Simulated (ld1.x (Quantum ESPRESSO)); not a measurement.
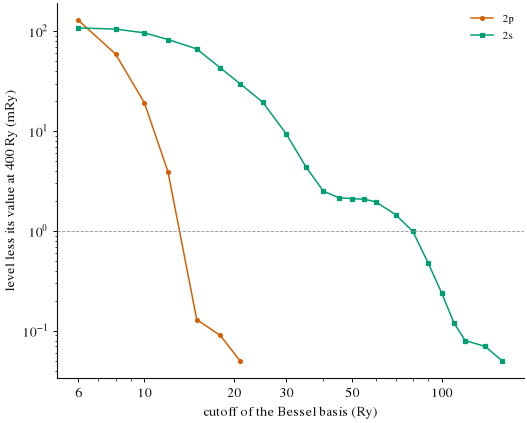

The pseudo-atom Hamiltonian at the reference potential is diagonalised in spherical Bessel functions (20 bohr box) up to the cutoff. Curves: distance of each valence level from its value at 400 Ry.

Input of ld1.x (Quantum ESPRESSO) 7.5:

```
 &input
   title='C', zed=6., rel=1, dft='BLYP', iswitch=3,
   config='[He] 2s2 2p2 3d-2',
   nld=3, rlderiv=3.55, eminld=-3.0, emaxld=5.0, deld=0.02
 /
 &inputp
   pseudotype=2, tm=.false., rho0=0.01, lloc=0,
   nlcc=.true.,
   file_pseudopw='C.UPF', file_wfcaegen='ae.wfc', file_wfcncgen='nc.wfc', file_beta='beta', file_chi='chi'
 /
3
2P  2  1   2.00   0.00  3.05  3.05  0.0
3D  3  2  -2.00   0.45  3.25  3.25  0.0
2S  1  0   2.00   0.00  0.95  0.95  0.0
 &test
   configts(1)='2s2 2p2'
 /
```

Command:
```bash
ld1.x < C.in > C.out
```

Functional and relativity: BLYP, scalar-relativistic.

Q: Which occupied shell is the hardest?

A: 2s: its level needs 80 Ry to come within 1 mRy, against 15 Ry for 2p.

Q: From which cutoff is the occupation-weighted sum of levels good to 10 mRy, and to 1 mRy?

A: 35 Ry and 90 Ry, on the ladder of cutoffs that was run.

Q: At which cutoff does each level come within 1 mRy for good?

A: 2p: 15 Ry; 2s: 80 Ry.
